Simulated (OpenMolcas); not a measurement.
## Multiconfigurational calculation for Nb⁴⁺ complex

System: Nb⁴⁺ with 6 ligands (Cl; octahedron, 2.31 Å), neutralised by 6 outer point charges of +0.33 e, whose field is part of the energies.
Method: state-averaged SS-CASPT2, IPEA shift 0.25, imaginary shift 0.1 hartree, closed shells 4s 4p of the metal and the valence shells of the ligands correlated, active space 1 electron in the shell 4d, basis ANO-RCC-VDZP on the metal and ANO-RCC-VDZP on the ligands, DKH2 scalar Hamiltonian, spin-orbit coupling by RASSI with atomic mean-field integrals (OpenMolcas).

### The input
```
&GATEWAY
Coord
7

Nb 0.0 0.0 0.0
Cl 2.310000 0.000000 0.000000
Cl 0.000000 2.310000 0.000000
Cl -2.310000 0.000000 0.000000
Cl 0.000000 -2.310000 0.000000
Cl 0.000000 0.000000 2.310000
Cl 0.000000 0.000000 -2.310000
Basis=Nb.ANO-RCC-VDZP,Cl.ANO-RCC-VDZP
Group=XYZ
NoMove
AngMom=0.0 0.0 0.0
AMFI
RICD
XField
3 Angstrom 0
5.110000 0.000000 0.000000 0.333333
0.000000 5.110000 0.000000 0.333333
0.000000 0.000000 5.110000 0.333333
&SEWARD
&RASSCF
FileOrb=start.orb
Symmetry=1
Spin=2
nActEl=1 0 0
Inactive=36 36
Ras2=5 0
CIRoot=5 5 1
SDav=5
CIMx=300
Iter=150 100
PrWF=0.3
OrbListing=Nothing
MaxOrb=0
LevShft=1.0
>>> COPY $Project.JobIph JOB001
&RASSI
NrOfJobIphs=1 5
1 2 3 4 5
IphNames
JOB001
EJob
SpinOrbit
DIPRint=1.0
SOCoupling=1000.0
Subsets=2
Property=9
'ANGMOM' 1 'ANGMOM' 2 'ANGMOM' 3 'MLTPL  1' 1 'MLTPL  1' 2 'MLTPL  1' 3
'AMFI' 1 'AMFI' 2 'AMFI' 3
SOProperty=3
'ANGMOM' 1 'ANGMOM' 2 'ANGMOM' 3
>>> COPY JOB001 $Project.JobIph
&CASPT2
Multistate=5 1 2 3 4 5
NoMult
Frozen=23 21
IPEA=0.25
Imaginary=0.1
MaxIter=60
WThr=0.0 0.3 0.05
PrWF=0.5
NoMix
```

The file start.orb holds starting orbitals from an earlier step. A driver script formed the levels outside the program, from RASSI's spin-orbit matrix and the CASPT2 energies (for multi-state variants, the effective Hamiltonian), averaged over the components of each term or state. The log and the time are those of the CASPT2 step.

Hardware: 1 thread of Arm Neoverse V1, 24 GiB of memory available, shared host.

Command:
```bash
OMP_NUM_THREADS=1 MOLCAS_MEM=2457 MOLCAS_PROJECT=a pymolcas a.inp > a.log  # once for each step of the input, in one work folder
```

### The program's output (extracts)
```
--- CASPT2 ---
Orbital specifications:
      -----------------------

      Symmetry species                           1   2
                                                ag  au
      Frozen orbitals                           23  21
      Inactive orbitals                         13  15
      Active orbitals                            5   0
      Secondary orbitals                        34  40
      Deleted orbitals                           0   0
      Number of basis functions                 75  76
Type of calculation                        SS-CASPT2
      Fock operator                              state-specific
      IPEA shift                                 0.25
      Real shift                                 0.00
      Imaginary shift                            0.10
      The input orbitals will be transformed to quasi-canonical
Reference energy:       -6583.1883047367
      E2 (Non-variational):      -1.2601257528
      Shift correction:          -0.0023315373
      E2 (Variational):          -1.2624572902
      Total energy:           -6584.4507620268
      Residual norm:              0.0000001755
      Reference weight:           0.66079
      Contributions to the CASPT2 correlation energy
      Active & Virtual Only:          0.0000000012
      One Inactive Excited:          -0.0645615838
      Two Inactive Excited:          -1.1955641703
Reference energy:       -6583.1883047366
      E2 (Non-variational):      -1.2601181456
      Shift correction:          -0.0023314515
      E2 (Variational):          -1.2624495971
      Total energy:           -6584.4507543337
      Residual norm:              0.0000001755
      Reference weight:           0.66080
      Contributions to the CASPT2 correlation energy
      Active & Virtual Only:          0.0000000012
      One Inactive Excited:          -0.0645539561
      Two Inactive Excited:          -1.1955641907
::    CASPT2 Root  1     Total energy:  -6584.45076203
::    CASPT2 Root  2     Total energy:  -6584.45075433
::    CASPT2 Root  3     Total energy:  -6584.45075392
::    CASPT2 Root  4     Total energy:  -6584.32279459
::    CASPT2 Root  5     Total energy:  -6584.32277639
```

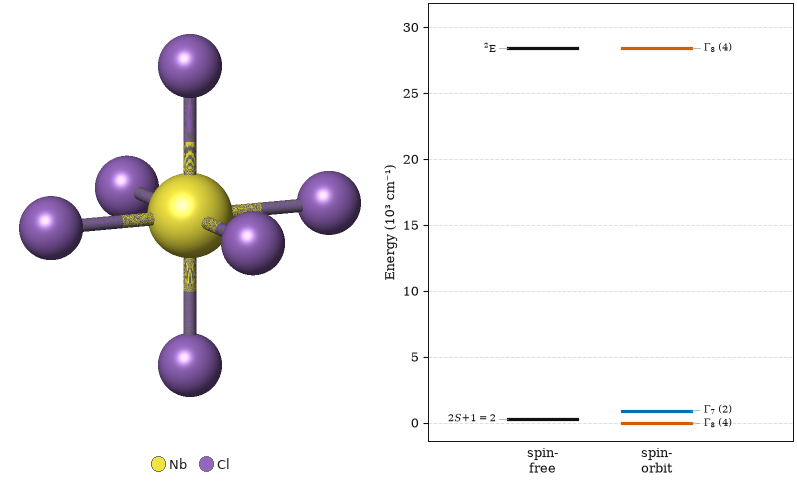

Figure 1. Nb⁴⁺ (4d) with 6 ligands, Cl⁻, at 2.31 Å (arrangement: octahedron, Oh), neutralised by outer point charges of +0.33 e, and its levels. Labels give the representation in O, Td, D4 or D3 as the site allows (double group for half-integer spin) where it could be assigned and, in brackets, the degeneracy; spin-free states, where drawn, share the zero of the spin-orbit levels. The ground level is Γ₈, 4-fold degenerate, 100 % from states of spin multiplicity 2. The next level lies at 875 cm⁻¹ (Γ₇). A ligand-field fit to the spin-free states gives |10Dq| = 28,100 cm⁻¹.

### Key numbers

- outcome: converged
- energy of the lowest spin-free term: −6584.45076 hartree
- energy of the lowest spin-orbit level: −6584.45213 hartree
- CASPT2 correlation energy: −1.2625 hartree
- largest spread among components of a term: 4.0 cm⁻¹
- lowest reference weight: 0.660
- wall time: 12 s
- peak memory: 0.38 GiB

### Remarks

To bear in mind: covalent bonds, ligand orbitals missing from the active space; distances are set from ionic radii, not optimised.
